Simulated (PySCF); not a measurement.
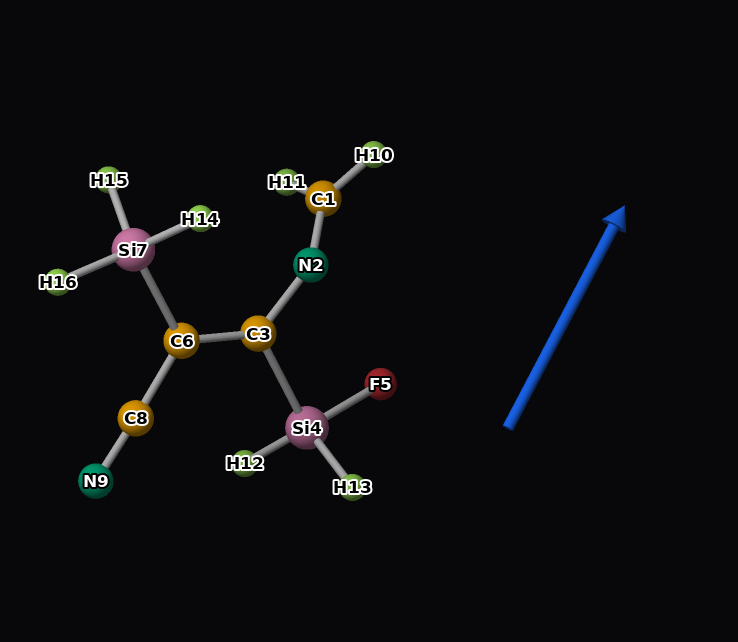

The arrow beside the molecule shows the direction of the dipole moment, from the negative to the positive end (its length means nothing). Computed geometry: GFN2-xTB optimisation. No frequency run is at hand to confirm it as a minimum. Level of theory: PBE0/pcSseg-1, gas phase (PySCF 2.14.0).

Estimate the dipole moment.

4.43 D; it points from the side of N9 to the side of H10 (the outermost atoms at the two ends).

The geometry is semi-empirical. Around Si such bond lengths and angles can be off by a tenth of an ångström or more and by several degrees, and values that hang on the shape move with them.
